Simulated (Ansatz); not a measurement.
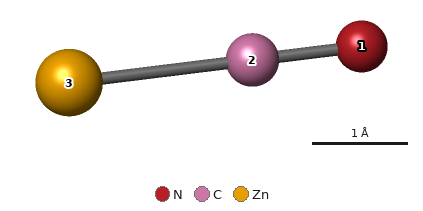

Figure 1. The structure as given in the input (ball-and-stick view, seen at a tilt; atoms are numbered from 1 in the order of the input). Sticks mark near contacts. Bond lengths as drawn: C–N 1.18 Å and C–Zn 1.97 Å.

CNZn: geometry relaxation

CNZn, multiplicity 2, SMILES N#[C][Zn], computed with UKS PBE-D4/def2-SVP (Ansatz 0.2.0).

Figures and captions count atoms from 1; the log counts them from 0 in places.

Output:
```
The last accepted step is kept in [file] (removed where the run ends without a failure and the disk answers)
Engine: ansatz 0.2.0, x86_64-unknown-linux-gnu
Functional definition: PBE
  parameter kappa = 0.804
  parameter beta = 0.06672455060314922
  exchange = pbe_x(kappa = kappa, mu = beta*pi^2/3)
  correlation = pbe_c(beta = beta)
688 factors; their error is unknown
mean field evaluation 1: about -50901.3998 eV, gradient 6.0e1 eV
mean field evaluation 2: about -50594.2692 eV, gradient 1.5e2 eV
mean field evaluation 4: about -50903.4021 eV, gradient 6.6e1 eV
mean field evaluation 8: about -50925.6430 eV, gradient 4.3e-1 eV
mean field evaluation 16: about -50925.6053 eV, gradient 2.5e-5 eV
mean field evaluation 32: about -50925.6053 eV, gradient 2.5e-5 eV
mean field -50925.60531266 eV, -1871.4814766252 hartree, gradient 2.5e-5 eV, S^2 0.751813; 2 other end points of the search recorded, 0 dependent functions left out
the calculation of the forces begins
reference -50925.60535564 eV, -1871.4814782047 hartree; 22, 21 occupied and 37, 38 virtual orbitals, 688 factors
relax step   1: F+E_penalty+E_count = -50925.66335087 eV  Δ(F+E_penalty+E_count) = +0.000e0 eV  max|allowed force component| = 5.731e-3 eV/Å  Δτ_max = 0.0000 Å  (86 SCF iters, accepted)
these checks for a lower state are left out or cut short: starts, cluster_reference, orbital_swaps, neighbouring_geometries, increment
688 factors; their error is unknown
mean field -50925.60531251 eV, -1871.4814766196 hartree, gradient 9.3e-6 eV, S^2 0.751813; 0 other end points of the search recorded, 0 dependent functions left out
the calculation of the forces begins
reference -50925.60535549 eV, -1871.4814781991 hartree; 22, 21 occupied and 37, 38 virtual orbitals, 688 factors
relax step   2: F+E_penalty+E_count = -50925.66335103 eV  Δ(F+E_penalty+E_count) = -1.543e-7 eV  max|allowed force component| = 3.543e-4 eV/Å  Δτ_max = 0.0000 Å  (21 SCF iters, accepted)
688 factors; their error is unknown
mean field evaluation 64: about -50921.7605 eV, gradient 6.9e-2 eV
mean field -50925.60531251 eV, -1871.4814766196 hartree, gradient 9.3e-6 eV, S^2 0.751813; 3 other end points of the search recorded, 0 dependent functions left out
the calculation of the forces begins
reference -50925.60535549 eV, -1871.4814781991 hartree; 22, 21 occupied and 37, 38 virtual orbitals, 688 factors
Total energy: -50925.66339400 eV, -1871.4836110752 hartree
Atom 0 at    -0.000000     0.000000    -1.442371 Å, force     0.000000    -0.000000    -0.000094 eV/Å
Atom 1 at     0.000000    -0.000000    -0.265994 Å, force    -0.000000     0.000000     0.000354 eV/Å
Atom 2 at    -0.000000     0.000000     1.708354 Å, force     0.000000    -0.000000    -0.000261 eV/Å
Dipole moment:    -0.000000    -0.000000     0.892695 e Å
```

Trajectory as extended XYZ (Å, eV, eV/Å), 2 frames, from step=1 to step=2:
```
3
Properties=species:S:1:pos:R:3:forces:R:3 step=1 energy=-50925.66335
N     0.0000    0.0000   -1.4424    0.0000   0.0000   0.0057
C     0.0000    0.0000   -0.2660    0.0000   0.0000  -0.0053
Zn    0.0000    0.0000    1.7084    0.0000   0.0000  -0.0005
3
Properties=species:S:1:pos:R:3:forces:R:3 step=2 energy=-50925.66335
N     0.0000    0.0000   -1.4424    0.0000   0.0000  -0.0001
C     0.0000    0.0000   -0.2660    0.0000   0.0000   0.0004
Zn    0.0000    0.0000    1.7084    0.0000   0.0000  -0.0003
```

This output came from the following input.

Input:
```yaml
crystal:
  periodic: [false, false, false]
  atoms:
    - { symbol: "N", position_ang: [0.0, 0.0, -1.442412] }
    - { symbol: C, position_ang: [0.0, 0.0, -0.26598306] }
    - { symbol: Zn, position_ang: [0.0, 0.0, 1.70838505] }
magnetization:
  spin_polarized: true
  initial_magnetization: 1
basis:
  gaussian: { orbitals: def2-SVP }
hamiltonian:
  xc: pbe
  dispersion: d4
relax:
  f_tol: 0.002
  max_steps: 150
```

Run as:
```bash
ansatz run input.yaml --threads 2 --pin off --max-ram 5120MiB --backend cpu --events-out ev --progress --plain --runs-dir out
```

Key numbers:

- outcome: converged
- total energy: −50925.6634 eV
- mean-field energy: −50925.6054 eV
- ⟨S²⟩: 0.752
- SCF solution under orbital rotations: stable
- largest force (length of the vector) at the end: under 0.001 eV/Å
- hardware: 2 threads of Intel Xeon @ 2.50GHz (Skylake/Cascade Lake), 189 GiB of memory available, shared host
- wall time: 12 s (CPU time 18 s)
- peak memory: 0.14 GiB
